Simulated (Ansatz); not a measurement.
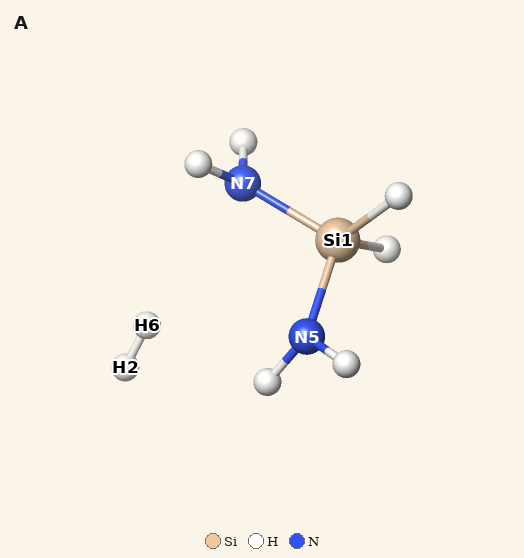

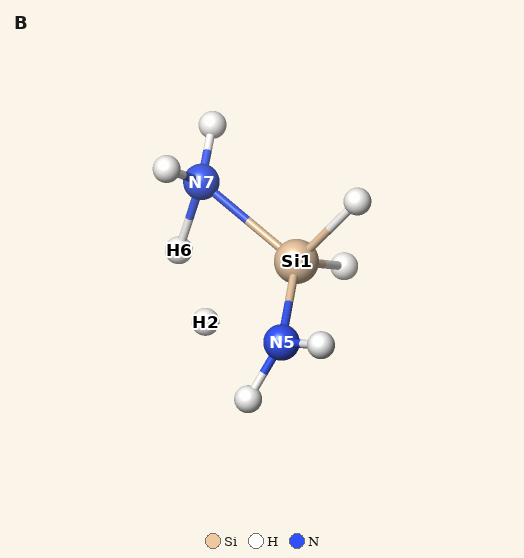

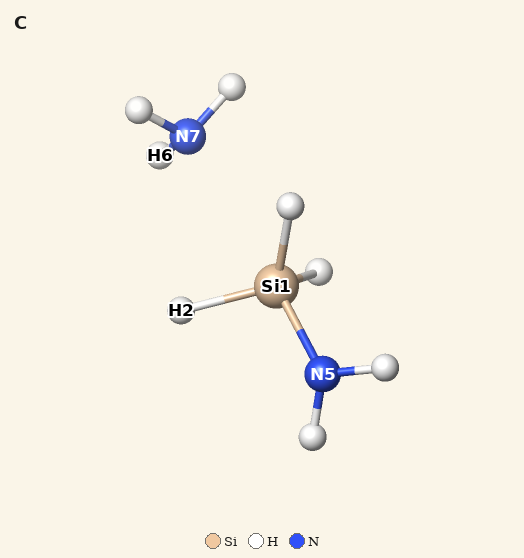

Three stationary points along one reaction path, in mixed order. Sticks follow a distance rule, so a partial bond may show as a full stick or not at all. Charge 0, singlet. Geometries: PBE0-D4/def2-TZVP; all other levels are single points on them, and energies count from the start as drawn. Program: Ansatz 0.2.0. In CBS estimates cores are frozen, and CCSD(T) − MP2 is taken in the smaller basis.

> Which panel shows the transition state?

B.

> Which bonds form and which break from C to A?

Formed: Si1–N7, H2–H6; broken: Si1–H2, H6–N7. At the saddle point Si1···N7 is 1.87 Å, H2···H6 is 1.15 Å, Si1···H2 is 1.88 Å, H6···N7 is 1.21 Å.

Give the electronic barrier and the reaction energy from C to A in eV (no zero-point energy) with CCSD(T)/CBS (MP2 limit from def2-TZVPP and def2-QZVPP plus CCSD(T) − MP2).

```
                                                                    level  barrier  reaction energy
CCSD(T)/CBS (MP2 limit from def2-TZVPP and def2-QZVPP plus CCSD(T) − MP2)    1.670           −0.393
```
